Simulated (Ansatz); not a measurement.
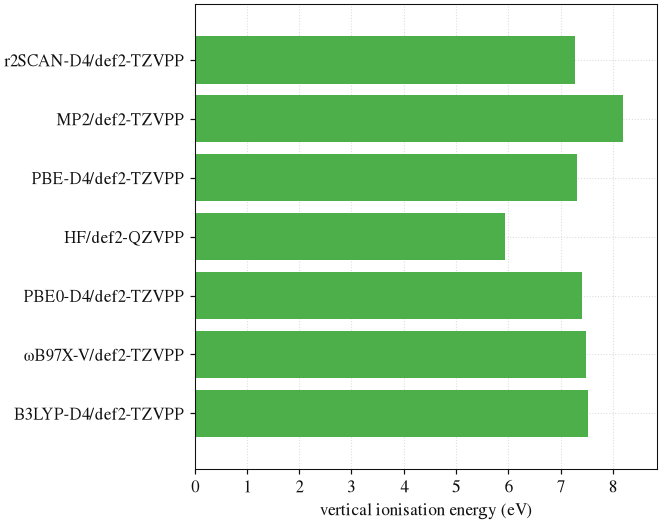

Vertical ionisation energy of C₄H₁₁CuO₂, SMILES CC(C)(C)[O][Cu-][OH2+], singlet, taken as the energy of the cation less that of the neutral at fixed geometry (unrestricted doublet cation, cores frozen in correlated methods, no spin-orbit coupling), the Ansatz code 0.2.0, at a PBE0-D4/def2-TZVP geometry (no frequency check). Choice of cores on heavy atoms: Zn/Cu 3s3p.

What range do the values span?

From 5.94 eV (HF/def2-QZVPP) to 8.19 eV (MP2/def2-TZVPP).

Give the values.

```csv
level,eV
r2SCAN-D4/def2-TZVPP,7.27
MP2/def2-TZVPP,8.19
PBE-D4/def2-TZVPP,7.32
HF/def2-QZVPP,5.94
PBE0-D4/def2-TZVPP,7.41
ωB97X-V/def2-TZVPP,7.50
B3LYP-D4/def2-TZVPP,7.53
```

Limits of at least one run: no scalar relativity up to krypton; one conformer of a flexible molecule.
